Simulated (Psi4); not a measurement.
# F2 (fluorine), step by step

Wanted: a series of 10 runs (PBE-D4/def2-SVP, PBE0-D4/def2-TZVP, PBE-D4/def2-TZVPP, r2SCAN-D4/def2-TZVPP, B3LYP-D4/def2-TZVPP, PBE0-D4/def2-TZVPP, wB97M-V/def2-TZVPP, CCSD(T)/def2-TZVPP, and more) of F2 (fluorine). 

The calculation is run with Psi4 1.11.

## Step 1: The structure to begin with

The species is F2 (2 atoms), meant as a singlet with charge 0. SMILES: `FF`. The coordinates come from a GFN2-xTB, rattled relaxation. The run starts from this shape.

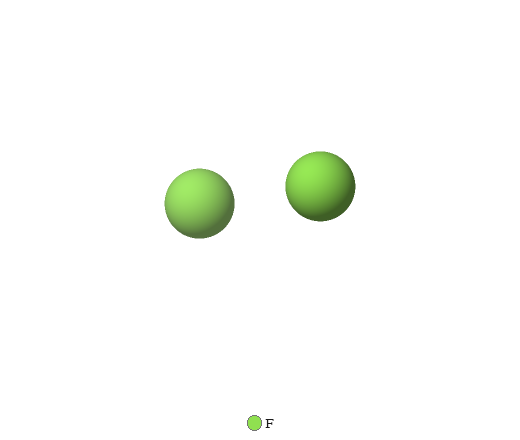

Viewed from a chosen angle; fluorine green.

## Step 2: A structure relaxation at PBE-D4/def2-SVP (density fitting) (run 1)

job.inp

```
memory 3300 MB

molecule m {
  0 1
  F     -0.596884     0.328835    -0.321114
  F      0.627996    -0.235211     0.323639
  symmetry c1
}

set {
  basis def2-SVP
  scf_type df
  geom_maxiter 60
  max_force_g_convergence 0.0005
}

E, wfn = optimize('pbe-d4', return_wfn=True)
```

The run is started by

```console
$ psi4 -n 2 job.inp job.out
```

job.out:

```text
[...]
  Running in c1 symmetry.
[...]
  Nuclear repulsion =   28.676527013140138
[...]
  Multiplicity = 1
[...]
  Nalpha       = 9
  Nbeta        = 9
[...]
    Number of basis functions: 28
[...]
   @DF-RKS iter   1:  -199.15697208510343   -2.76359e-01   5.99988e-03 ADIIS/DIIS
[...]
   @DF-RKS iter   6:  -199.16853803191535   -5.28644e-12   2.47182e-10 DIIS
[...]
    Orbital Energies [Eh]
    ---------------------
    Doubly Occupied:
       1A    -24.349756     2A    -24.349566     3A     -1.212475
       4A     -0.969861     5A     -0.545386     6A     -0.449436
       7A     -0.449436     8A     -0.324221     9A     -0.324221
[...]
  @DF-RKS Final Energy:  -199.16853803191535
   => Energetics <=
    Nuclear Repulsion Energy =             30.3929907972930700
    One-Electron Energy =                -338.4917585627639482
    Two-Electron Energy =                 129.5176027823707443
    DFT Exchange-Correlation Energy =     -20.5871825684032927
    Empirical Dispersion Energy =          -0.0001904804119257
    VV10 Nonlocal Energy =                  0.0000000000000000
    Total Energy =                       -199.1685380319153467
[...]
 Multipole Moments:
 ------------------------------------------------------------------------------------
     Multipole            Electronic (a.u.)      Nuclear  (a.u.)        Total (a.u.)
 ------------------------------------------------------------------------------------
 L = 1.  Multiply by 2.5417464519 to convert [e a0] to [Debye]
 Dipole X            :          0.0000000            0.0000000            0.0000000
 Dipole Y            :          0.0000000            0.0000000            0.0000000
 Dipole Z            :         -0.0000000            0.0000000           -0.0000000
 Magnitude           :                                                    0.0000000
[...]
  -Total Gradient:
     Atom            X                  Y                   Z
    ------   -----------------  -----------------  -----------------
       1        0.000280277193     0.000000000000     0.000000000000
       2       -0.000280277193    -0.000000000000     0.000000000000
[...]
    Final optimized geometry and variables:
    Molecular point group: c1
    Full point group: D_inf_h
    Geometry (in Angstrom), charge = 0, multiplicity = 1:
    F           -0.705151960038    -0.000000000000     0.000000000000
    F            0.705151960038     0.000000000000    -0.000000000000
    Psi4 run time: 0:00:13.74
[...]
```

Standard output:

```text
Optimizer: Optimization complete!
```

It took 16 s on 2 threads of Intel Xeon at 2.50GHz (Skylake/Cascade Lake), shared host; peak memory 0.25 GiB.

Steps, from the record of the run:

```csv
step,energy from the first frame kept (eV),largest force (eV/Å)
0,0.0000,2.2124
1,-0.0973,0.5201
2,-0.1011,0.1680
3,-0.1015,0.0483
4,-0.1015,0.0144
```

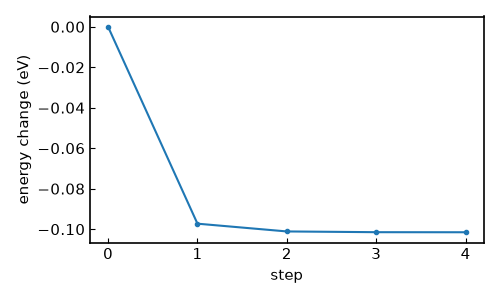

Energy along the run.

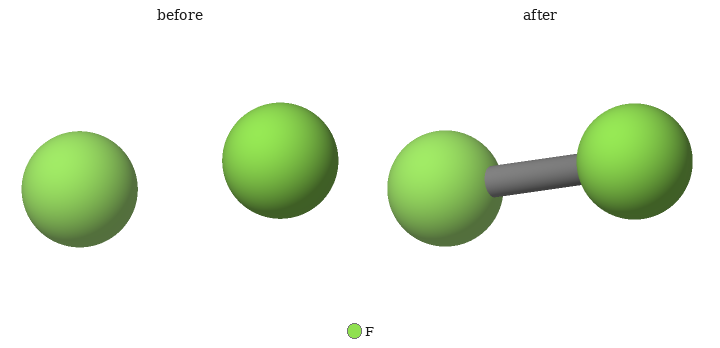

Before and after, at one scale.

After the run. Bond lengths: F1–F2 1.410 Å.

## Step 3: A geometry optimisation at PBE0-D4/def2-TZVP (density fitting) (run 2)

input.inp

```
memory 3300 MB

molecule mol {
  F     -0.562296     0.312908    -0.302908
  F      0.593408    -0.219284     0.305433
  symmetry c1
}

set {
  scf_type                df
  geom_maxiter            50
  max_force_g_convergence 0.0002
}

result, w = opt("pbe0-d4/def2-TZVP", return_wfn=True)
print_variables()
```

The run is started by

```console
$ psi4 input.inp input.out -n 2
```

input.out:

```text
[...]
  Running in c1 symmetry.
[...]
  Nuclear repulsion =   30.392977917226144
[...]
  Multiplicity = 1
[...]
  Nalpha       = 9
  Nbeta        = 9
[...]
    Number of basis functions: 62
[...]
   @DF-RKS iter   1:  -199.39818394466974   -3.14643e-01   3.27406e-03 DIIS/ADIIS
[...]
   @DF-RKS iter   5:  -199.40871047303068   -1.64846e-12   1.61414e-09 DIIS
[...]
    Orbital Energies [Eh]
    ---------------------
    Doubly Occupied:
       1A    -24.879744     2A    -24.879706     3A     -1.402490
       4A     -1.132810     5A     -0.628513     6A     -0.569459
       7A     -0.569459     8A     -0.425803     9A     -0.425803
[...]
  @DF-RKS Final Energy:  -199.40871047303068
   => Energetics <=
    Nuclear Repulsion Energy =             31.1575265685709297
    One-Electron Energy =                -340.1859751718186544
    Two-Electron Energy =                 125.2271045711869846
    DFT Exchange-Correlation Energy =     -15.6072133644625755
    Empirical Dispersion Energy =          -0.0001530765073653
    VV10 Nonlocal Energy =                  0.0000000000000000
    Total Energy =                       -199.4087104730306805
[...]
 Multipole Moments:
 ------------------------------------------------------------------------------------
     Multipole            Electronic (a.u.)      Nuclear  (a.u.)        Total (a.u.)
 ------------------------------------------------------------------------------------
 L = 1.  Multiply by 2.5417464519 to convert [e a0] to [Debye]
 Dipole X            :          0.0000000           -0.0000000            0.0000000
 Dipole Y            :          0.0000000            0.0000000            0.0000000
 Dipole Z            :         -0.0000000            0.0000000           -0.0000000
 Magnitude           :                                                    0.0000000
[...]
  -Total Gradient:
     Atom            X                  Y                   Z
    ------   -----------------  -----------------  -----------------
       1       -0.000038921062    -0.000000000000     0.000000000000
       2        0.000038921062     0.000000000000    -0.000000000000
[...]
```

Standard output:

```text
Optimizer: Optimization complete!
```

It took 18 s on 2 threads of Intel Xeon at 2.50GHz (Skylake/Cascade Lake), shared host; peak memory 0.32 GiB.

Step by step:

```csv
step,energy from the first frame kept (eV),largest force (eV/Å)
0,0.0000,1.3196
1,-0.0234,0.1614
2,-0.0237,0.0182
3,-0.0237,0.0020
```

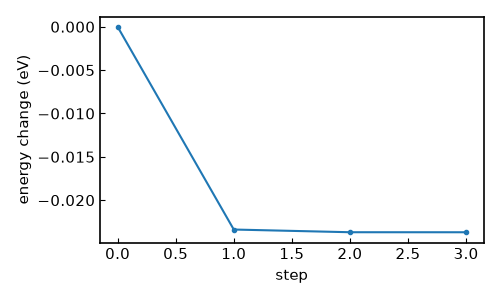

Energy along the run.

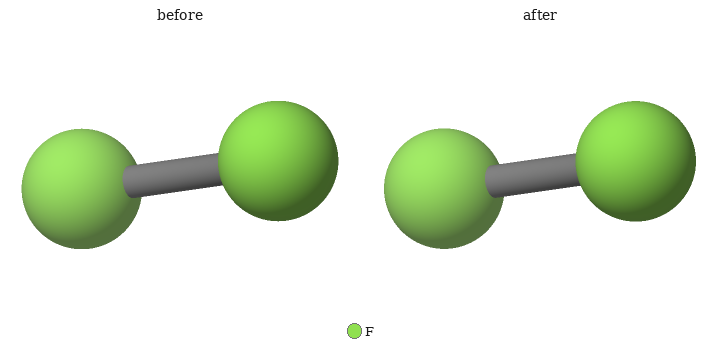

Before and after, at one scale.

After the run. Bond lengths: F1–F2 1.376 Å.

Runs 3 to 4 aren't shown in full; the table further down has their settings and results.

## Step 4: A single-point energy at r2SCAN-D4/def2-TZVPP (density fitting) (run 5)

input.inp

```
memory 3300 mb

molecule system {
  0 1
  F
  F 1 1.375698
  symmetry c1
}

set {
  basis def2-TZVPP
  reference rks
  scf_type df
  dft_radial_points 99
  dft_spherical_points 590
}

energy('r2scan-d4')
```

The run is started by

```console
$ psi4 input.inp input.out -n 2
```

input.out:

```text
[...]
  Running in c1 symmetry.
[...]
  Nuclear repulsion =   31.157531714278857
[...]
  Multiplicity = 1
[...]
  Nalpha       = 9
  Nbeta        = 9
[...]
    Number of basis functions: 62
[...]
   @DF-RKS iter   1:  -199.50783147435070   -2.13364e-01   3.24905e-03 DIIS/ADIIS
[...]
   @DF-RKS iter   6:  -199.51716446498088   -9.36666e-10   3.96161e-08 DIIS
[...]
    Orbital Energies [Eh]
    ---------------------
    Doubly Occupied:
       1A    -24.591884     2A    -24.591856     3A     -1.322904
       4A     -1.059833     5A     -0.582958     6A     -0.499579
       7A     -0.499579     8A     -0.358672     9A     -0.358672
[...]
  @DF-RKS Final Energy:  -199.51716446498088
   => Energetics <=
    Nuclear Repulsion Energy =             31.1575317142788570
    One-Electron Energy =                -340.2550271239924768
    Two-Electron Energy =                 130.2912841392943619
    DFT Exchange-Correlation Energy =     -20.7109083875234532
    Empirical Dispersion Energy =          -0.0000448070381325
    VV10 Nonlocal Energy =                  0.0000000000000000
    Total Energy =                       -199.5171644649808798
[...]
 Multipole Moments:
 ------------------------------------------------------------------------------------
     Multipole            Electronic (a.u.)      Nuclear  (a.u.)        Total (a.u.)
 ------------------------------------------------------------------------------------
 L = 1.  Multiply by 2.5417464519 to convert [e a0] to [Debye]
 Dipole X            :          0.0000000            0.0000000            0.0000000
 Dipole Y            :         -0.0000000            0.0000000           -0.0000000
 Dipole Z            :          0.0000000            0.0000000            0.0000000
 Magnitude           :                                                    0.0000000
[...]
```

Wall time 13 s (2 threads of Intel Xeon at 2.50GHz (Skylake/Cascade Lake), shared host); peak memory 0.68 GiB.

Runs 6 to 9 aren't shown in full; the table further down has their settings and results.

## Step 5: The energy at MP2/def2-QZVPP (density fitting, density fitting for correlation) (run 10)

job.inp

```
memory 3.3 GB

molecule {
  F     -0.548117     0.306378    -0.295444
  F      0.579229    -0.212754     0.297969
  symmetry c1
}

set basis def2-QZVPP
set reference rhf
set scf_type df
set num_frozen_docc 2

e_tot, wfn = energy("mp2", return_wfn=True)
```

The run is started by

```console
$ psi4 -i job.inp -o job.out -n 2
```

job.out:

```text
[...]
  Running in c1 symmetry.
[...]
  Nuclear repulsion =   31.157523165673847
[...]
  Multiplicity = 1
[...]
  Nalpha       = 9
  Nbeta        = 9
[...]
    Number of basis functions: 114
[...]
   @DF-RHF iter   1:  -198.75072769021006   -5.46030e-01   2.58941e-03 DIIS/ADIIS
[...]
   @DF-RHF iter   8:  -198.77616443013153   -1.27045e-11   4.55925e-09 DIIS
[...]
    Orbital Energies [Eh]
    ---------------------
    Doubly Occupied:
       1A    -26.424310     2A    -26.424042     3A     -1.783199
       4A     -1.487048     5A     -0.818695     6A     -0.818695
       7A     -0.765206     8A     -0.658921     9A     -0.658921
[...]
  @DF-RHF Final Energy:  -198.77616443013153
   => Energetics <=
    Nuclear Repulsion Energy =             31.1575231656738474
    One-Electron Energy =                -340.1892973013023607
    Two-Electron Energy =                 110.2556097054969655
    Total Energy =                       -198.7761644301315300
[...]
 Multipole Moments:
 ------------------------------------------------------------------------------------
     Multipole            Electronic (a.u.)      Nuclear  (a.u.)        Total (a.u.)
 ------------------------------------------------------------------------------------
 L = 1.  Multiply by 2.5417464519 to convert [e a0] to [Debye]
 Dipole X            :         -0.0000000            0.0000000           -0.0000000
 Dipole Y            :          0.0000000            0.0000000            0.0000000
 Dipole Z            :          0.0000000           -0.0000000            0.0000000
 Magnitude           :                                                    0.0000000
[...]
```

Run time: 6.6 s. Hardware: 2 threads of Intel Xeon at 2.50GHz (Skylake/Cascade Lake), shared host; peak memory 0.26 GiB.

## Step 6: Overview of the runs

```csv
run,level,geom maxiter,max force g convergence,energy (Eh),dipole moment (D),HOMO energy (eV),LUMO energy (eV),wall time
1,PBE-D4/def2-SVP (density fitting),60,0.0005,-199.168538,0.00,-8.82,-5.15,16 s
2,PBE0-D4/def2-TZVP (density fitting),50,0.0002,-199.408710,0.00,-11.59,-3.21,18 s
3,PBE0-D4/def2-TZVP (density fitting),–,–,-199.408710,0.00,–,–,30 s
4,PBE-D4/def2-TZVPP (density fitting),–,–,-199.422262,0.00,-9.18,-5.03,10 s
5,r2SCAN-D4/def2-TZVPP (density fitting),–,–,-199.517164,0.00,-9.76,-4.71,13 s
6,B3LYP-D4/def2-TZVPP (density fitting),–,–,-199.599558,0.00,-11.28,-3.73,9.6 s
7,PBE0-D4/def2-TZVPP (density fitting),–,–,-199.408710,0.00,-11.59,-3.21,9.6 s
8,wB97M-V/def2-TZVPP (density fitting),–,–,-199.550897,0.00,-14.26,-0.58,13 s
9,"CCSD(T)/def2-TZVPP (density fitting, density fitting for correlation)",–,–,-199.304699,–,-17.94,3.17,11 s
10,"MP2/def2-QZVPP (density fitting, density fitting for correlation)",–,–,-199.338788,–,-17.93,2.93,6.6 s
```

## Step 7: What came out

| quantity | value |
| --- | --- |
| run 10, MP2/def2-QZVPP: total energy | -199.33879 Eh |
| run 10, MP2/def2-QZVPP: HOMO energy (Hartree–Fock orbitals) | -17.93 eV |
| run 10, MP2/def2-QZVPP: LUMO energy (Hartree–Fock orbitals) | 2.93 eV |
| run 10, MP2/def2-QZVPP: HOMO–LUMO gap (Hartree–Fock orbitals) | 20.86 eV |
| run 10, MP2/def2-QZVPP: correlation energy (2 core orbitals frozen) | -562.6 mEh |

What this shows: Over runs 4, 5, 6, 7, 8 the HOMO–LUMO gap runs from 4.15 eV (PBE-D4/def2-TZVPP) to 13.68 eV (wB97M-V/def2-TZVPP). Totals of different functionals can't be ranked against each other. All runs together took 2.3 min, the longest 30 s.
